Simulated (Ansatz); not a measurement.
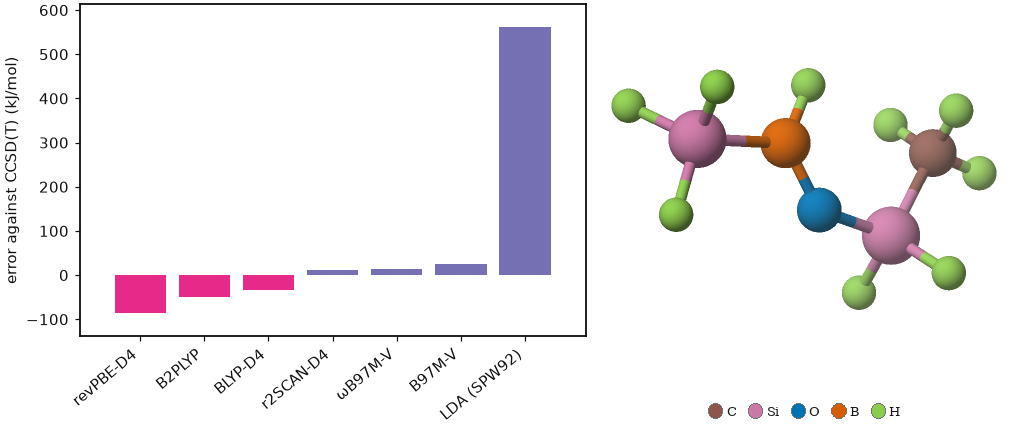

Error in the electronic atomisation energy (method less reference, so positive means overbinding) of CH₉BOSi₂, SMILES C[SiH2]OB[SiH3]: functionals in def2-TZVPP against frozen-core CCSD(T) at the limit (MP2 extrapolated from triple and quadruple zeta, plus CCSD(T) less MP2 in a smaller set), which gives 4923.1 kJ/mol, at a PBE0-D4/def2-TZVP geometry (a minimum by its frequencies), no zero-point or spin-orbit term, the Ansatz code. The reference leaves out core correlation, a term that grows with the number of heavy atoms. B2PLYP holds a correlation term that converges slowly with the basis, so part of the distance to the limit is basis error. No dispersion term is added to B2PLYP.

Question: Which of these levels overbind, and which underbind?

Answer: Overbind: LDA (SPW92). Underbind: revPBE-D4, B2PLYP and BLYP-D4. Within 25 kJ/mol of zero, too close to call in view of what the reference leaves out: r2SCAN-D4, ωB97M-V and B97M-V.

Question: Give the values.

Answer:
| level | kJ/mol |
| --- | --- |
| revPBE-D4 | −86.6 |
| B2PLYP | −49.6 |
| BLYP-D4 | −34.1 |
| r2SCAN-D4 | 11.2 |
| ωB97M-V | 13.2 |
| B97M-V | 24.1 |
| LDA (SPW92) | 561.3 |

Limits of at least one run: one conformer of a flexible molecule.
